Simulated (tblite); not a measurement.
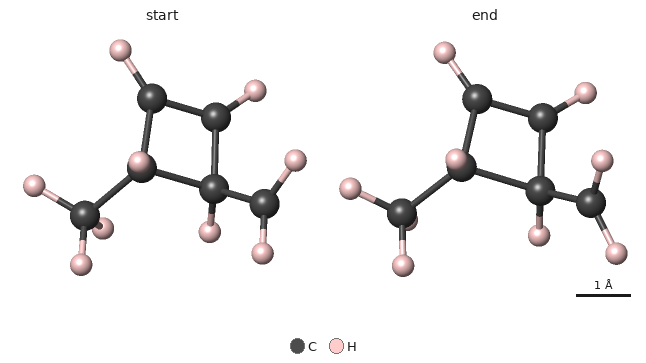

The structure of C₆H₉ (multiplicity 2) before (left) and after (right) a relaxation, at one scale.

The picture is a ball-and-stick view, seen at a tilt.

All numbers below come from GFN2-xTB geometry optimisation, gas phase in tblite. 

**Summarise the run.**

An H atom moves most after the best rigid fit: 0.66 Å. Largest moves by element: H 0.66 Å, C 0.13 Å. Among the contacts that change: C–C 1.521 → 1.595 Å, C–C 1.465 → 1.521 Å, C–C 1.492 → 1.452 Å, C–H 1.117 → 1.088 Å. Among the angles between lasting bonds that change: C–C–C 109.3° → 116.9°, C–C–C 108.8° → 115.4°, H–C–H 114.1° → 108.6°. Groups turn about C–C by about 35°. The energy falls by 8.55 kcal/mol in 83 geometry steps.
